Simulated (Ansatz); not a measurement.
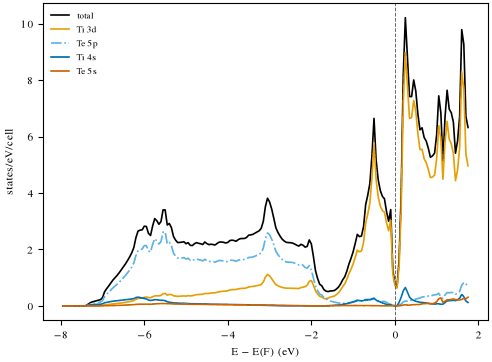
Total and projected density of states of TiTe (NiAs type, P6_3/mmc), r²SCAN in the plane-wave PAW code Ansatz

Which orbitals carry the states next to the Fermi level?

Within 0.5 eV of the Fermi level: Ti 3d 89 %. Projections are on Löwdin-orthogonalised atomic valence shells; empty p or d shells of many metals are not among them.

Where is the tallest occupied peak in this window, and what makes it?

Near -0.5 eV, about 6.6 states/eV per cell; the largest projected share is Ti 3d.

The workflow started from an entry of the Crystallography Open Database (COD). Whether it is the stable phase at ambient conditions was not checked. The cell was relaxed with r²SCAN under the symmetry of its start; whether a distortion lowers the energy is not shown. No spin polarisation was allowed. Scalar-relativistic: spin–orbit coupling is off unless named, which matters more the heavier the elements.

Potentials: the later of the program's two PAW sets.
